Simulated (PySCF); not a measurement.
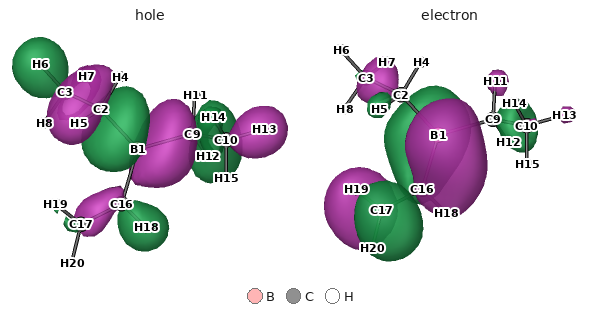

Figure. BEt2(vinyl) (C$_{6}$H$_{13}$B). Leading natural transition orbital pair of S₁ (TDA singlet states); the surfaces enclose about 85 % of each orbital's density.

Method: B3LYP/def2-SVP; geometry: GFN2-xTB; program: PySCF. No frequency check shows the geometry to be a minimum. Without diffuse functions Rydberg states are missing, so the states' numbers hold for this basis only.

Cartesian coordinates (Å):

```
B1       0.1256   -0.0336   -0.1143
C2      -0.7187    1.0827    0.6324
C3      -1.7632    1.6861   -0.3215
H4      -0.0875    1.8964    0.9964
H5      -1.2509    0.6843    1.4989
H6      -2.3392    2.4626    0.1781
H7      -1.2761    2.1259   -1.1888
H8      -2.4486    0.9179   -0.6712
C9       1.5830    0.3044   -0.6434
C10      2.6182   -0.0104    0.4501
H11      1.6896    1.3590   -0.9079
H12      1.8475   -0.2771   -1.5299
H13      3.6249    0.2155    0.1041
H14      2.4207    0.5792    1.3424
H15      2.5762   -1.0627    0.7226
C16     -0.4448   -1.4609   -0.3491
C17     -1.5231   -1.9744    0.2421
H18      0.0815   -2.1102   -1.0442
H19     -2.1008   -1.4104    0.9576
H20     -1.8741   -2.9778    0.0501
```

Where does the state lie, and where do hole and electron sit?

4.89 eV (254 nm), f = 0.000 (very weak); the leading pair carries 100 %; hole on C2 (24 %), B1 (22 %) and C9 (20 %), electron on B1 (33 %), C17 (24 %) and C16 (14 %); their centroids lie 1.3 Å apart. In canonical orbitals it is mainly HOMO → LUMO (76 %). The HOMO–LUMO gap is 6.06 eV.
